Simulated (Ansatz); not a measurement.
# BFH2SSe: energies of removing a hydrogen

A script is to give energies of removing a hydrogen; the system is BFH2SSe.

Program: the Python package of Ansatz 0.2.0. Level of theory: r2SCAN+D3(BJ)/def2-SVPD. These are calculated values, not measurements.

## Step 1: Starting point

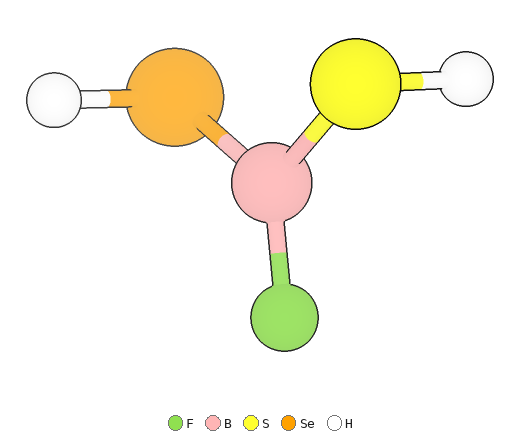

The starting structure, viewed from a chosen angle; fluorine green, boron pink, sulfur yellow, selenium orange, hydrogen white.

The script holds or builds the structure itself.

## Step 2: The code

Contents of bfh2sse.py:

```python
# -*- coding: utf-8 -*-
"""Cost of removing each kind of hydrogen from BFH2SSe, fragments frozen."""

import ansatz as az

BASIS_SET = "def2-SVPD"
XC = "r2SCAN"
DISPERSION = "d3bj"


def energy_of(molecule, charge=0, unpaired=0):
    calc = molecule.calculation().basis(gaussian=BASIS_SET).functional(XC, dispersion=DISPERSION)
    if charge:
        calc = calc.charge(charge)
    if unpaired:
        calc = calc.spin("collinear", total=unpaired)
    report = calc.run(threads=1).report
    if report["published_state_doubts"]:
        print("  doubts:", report["published_state_doubts"])
    return report["free_energy_ev"]

def without(molecule, index):
    rest = az.Crystal.molecule()
    for i, site in enumerate(molecule.cartesian_sites):
        if i != index:
            rest = rest.atom(site.symbol, site.position_ang)
    return rest


def main():
    geometry_ang = [
        ("F", (-0.6365, -0.8824, 1.5273)),
        ("B", (-0.1362, -0.2086, 0.3394)),
        ("S", (1.6476, 0.2971, 0.2918)),
        ("Se", (-1.2271, 0.1506, -1.2633)),
        ("H", (2.0688, -0.9593, -0.2357)),
        ("H", (-1.6746, 1.5386, -0.7056)),
    ]
    geometry = az.Crystal.molecule()
    for symbol, xyz in geometry_ang:
        geometry = geometry.atom(symbol, xyz)

    whole = energy_of(geometry, 0)
    hydrogen = energy_of(az.Crystal.molecule().atom("H", (0, 0, 0)), 0, 1)
    print(f"E(molecule) = {whole:.5f} eV, E(H) = {hydrogen:.5f} eV")
    for index in [4, 5]:
        radical = energy_of(without(geometry, index), 0, 1)
        print(f"H{index}: homolysis {23.060548 * (radical + hydrogen - whole):.1f} kcal/mol")
        anion = energy_of(without(geometry, index), -1)
        print(f"H{index}: loss of a proton {23.060548 * (anion - whole):.1f} kcal/mol")


if __name__ == "__main__":
    main()
```

## Step 3: The run

Run with:

```console
$ python bfh2sse.py
```

What it wrote:

```text
DeckWarning: the engine holds no damping parameters fitted to this dispersion correction and functional, so the run takes those fitted to r2scan beside the three-body term, which d3bj leaves out (hamiltonian.dispersion, under Limitations)
E(molecule) = -79596.31654 eV, E(H) = -13.58417 eV
H4: homolysis 68.0 kcal/mol
H4: loss of a proton 315.8 kcal/mol
H5: homolysis 61.6 kcal/mol
H5: loss of a proton 310.7 kcal/mol
```

(Warnings from the package without file and line.)

Run time: 2 min. Hardware: 1 thread of Arm Neoverse N1, shared host; peak memory 0.31 GiB.

## Step 4: What the script built

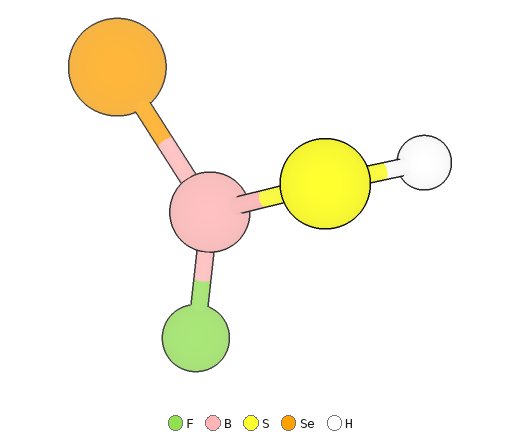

The system of run 6 as the script built it (5 atoms; fluorine green, boron pink, sulfur yellow, selenium orange, hydrogen white).

## Step 5: What each run gave

One row for each of the 6 runs:

| run | system | unpaired or total moment | energy (eV) | <S²> | SCF cycles | CPU time (s) |
| --- | --- | --- | --- | --- | --- | --- |
| 1 | BFH2SSe | not set | -79596.3165 | 0.00 | 16 | 14 |
| 2 | H | 1 | -13.5842 | 0.75 | 5 | 0.51 |
| 3 | BFHSSe | 1 | -79579.7837 | 0.76 | 38 | 39 |
| 4 | BFHSSe, charge -1 | not set | -79582.6240 | 0.00 | 16 | 13 |
| 5 | BFHSSe | 1 | -79580.0618 | 0.76 | 33 | 38 |
| 6 | BFHSSe, charge -1 | not set | -79582.8447 | 0.00 | 16 | 12 |

Totals carry meaning only in balanced differences at one level of theory.

## Step 6: What came out

| quantity | value |
| --- | --- |
| weakest bond to hydrogen among those tried (homolysis) | H5 (counted from 0), 61.6 kcal/mol |
| easiest loss of a proton among those tried | H5, 310.7 kcal/mol |
| runs compared | 6 |

**Reading.** Atoms are numbered as in the script, from 0. The fragments aren't relaxed and zero-point energy is left out, so these aren't bond dissociation enthalpies. Losing a bare proton in the gas phase costs far more than homolysis, as charges must be parted. In CPU time, run 3 cost about 80 times as much as run 2. What to keep in mind:
- The geometry is a force-field or estimated start, not a minimum of this method, and the basis set is short of its limit. All parts are taken at fixed geometry, without zero-point energy.
- The spin-orbit lowering of heavy atoms is left out.
- A dispersion term here runs with damping parameters fitted for another variant or functional.
